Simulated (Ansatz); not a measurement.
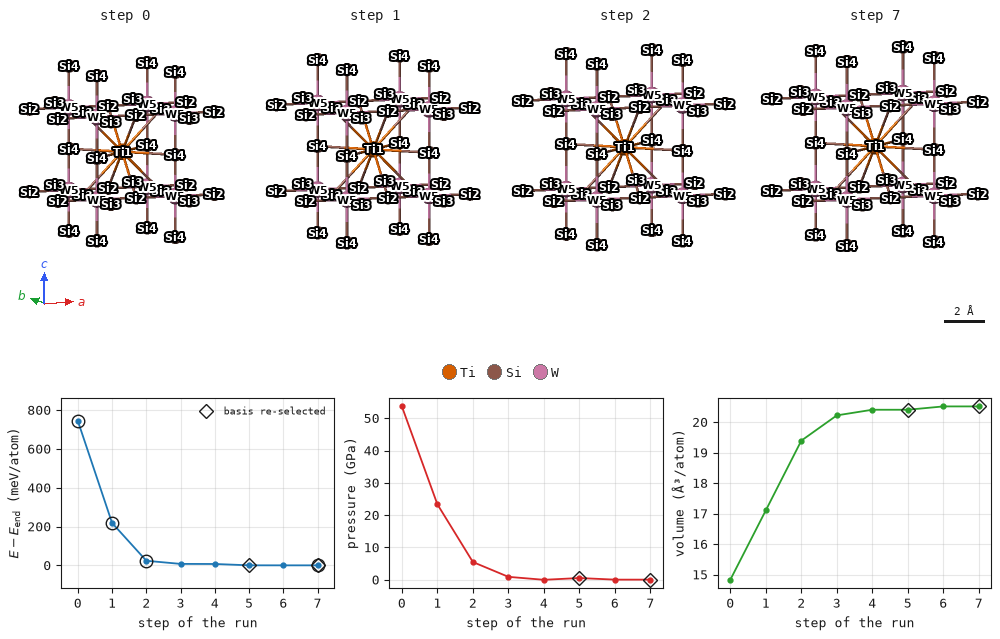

Frames of a relaxation of solid TiSi3W (a generated structure, set up in Pm-3m) (coarse preliminary run), marked on the history of the run. The picture is a ball-and-stick view of the cell of the calculation, seen slightly off an axis.

The calculation used DFT PBE, scalar-relativistic, plane waves, PAW in Ansatz. Settings: plane-wave cutoff 420 eV; k-point mesh 4 × 4 × 4; occupations gaussian; smearing width 0.1 eV; no spin polarisation; cell and atoms relaxed; force threshold 0.04 eV/Å; at most 70 steps.

> Describe the path.

No atom moves by more than 0.005 Å relative to the cell. Cell: a = b = c 4.201 → 4.681 Å (+11.4 %). Volume +38.3 %. Near-neighbour distances that change, for instance: Ti1–Si2 2.971 → 3.310 Å, Si2–Si3 2.971 → 3.310 Å, Si2–W5 2.101 → 2.341 Å. The space group stays Pm-3m (No. 221). The energy falls by 744 meV per atom in 5 accepted moves (7 points after the start). All forces vanish by symmetry, so only the cell relaxes. The pressure goes from 53.65 to 0.04 GPa. At 2 points the geometry stayed and the basis and grid were re-selected for the new cell (energy shift of 6.8 meV per atom at most each time). Cost: 15 s on 1 thread of Arm Neoverse V1, with other jobs on the host, peak memory 0.37 GiB. From step 0 to 1: volume +15.3 %, energy −526 meV per atom. From step 1 to 2: volume +13.4 %, energy −195 meV per atom. From step 2 to 7: volume +5.8 %, energy −23.6 meV per atom.

```tsv
step	E − E(0), meV/atom	pressure, GPa	volume, Å³/atom	note
0	0.00	53.65	14.829	
1	-526.00	23.36	17.105	
2	-720.80	5.49	19.392	
3	-736.85	0.91	20.221	
4	-737.33	-0.01	20.406	
5	-744.17	0.54	20.406	same geometry, new basis
6	-744.35	0.04	20.515	
7	-744.37	0.04	20.515	same geometry, new basis
```

Limits of the set-up: the k-point mesh is coarse for a cell with partly filled bands.
